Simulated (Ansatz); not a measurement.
Process, species as SMILES: Cl[CH2] (CH2-Cl) → [CH2-]Cl (an electron is taken up)
B3LYP-D3(BJ)/def2-TZVP geometries, fixed; electronic energies without zero-point terms; positive where energy is released.

Basis-set convergence of the adiabatic electron affinity at PBE with Ansatz (an electronic-structure program). Cartesian d functions, on some or all atoms, in 6-31+G*, 6-311+G**; all else is spherical. The program fits the integrals of some runs and decomposes those of others, by size. Open shells are unrestricted. No added dispersion term, no relativity. Functions are those of the species that has most. Reference: the value in aug-pcseg-3, 0.597 eV, itself unsure by roughly 0.014 eV (its mean distance from aug-cc-pV(Q+d)Z, def2-QZVPPD). Deviations are taken from unrounded values.

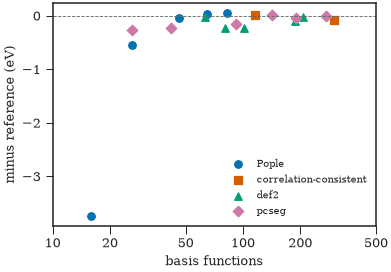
Deviation from the reference against the number of basis functions, by family of sets.

| basis | functions | adiabatic electron affinity (eV) | minus reference (eV) |
|---|---|---|---|
| STO-3G | 16 | -3.138 | -3.735 |
| 6-31G | 26 | 0.055 | -0.542 |
| pcseg-0 | 26 | 0.339 | -0.258 |
| pcseg-1 | 42 | 0.369 | -0.228 |
| 6-31+G* | 46 | 0.551 | -0.046 |
| def2-SVPD | 63 | 0.573 | -0.024 |
| 6-311+G** | 65 | 0.621 | 0.024 |
| def2-TZVP | 80 | 0.372 | -0.225 |
| 6-311++G(2d,2p) | 82 | 0.643 | 0.046 |
| pcseg-2 | 92 | 0.447 | -0.150 |
| def2-TZVPP | 101 | 0.374 | -0.223 |
| jun-cc-pV(T+d)Z | 115 | 0.604 | 0.007 |
| aug-pcseg-2 | 142 | 0.606 | 0.009 |
| def2-QZVPP | 187 | 0.506 | -0.091 |
| pcseg-3 | 190 | 0.557 | -0.040 |
| def2-QZVPPD | 208 | 0.568 | -0.029 |
| aug-pcseg-3 | 272 | 0.597 | 0.000 |
| cc-pV(5+d)Z | 301 | 0.512 | -0.085 |
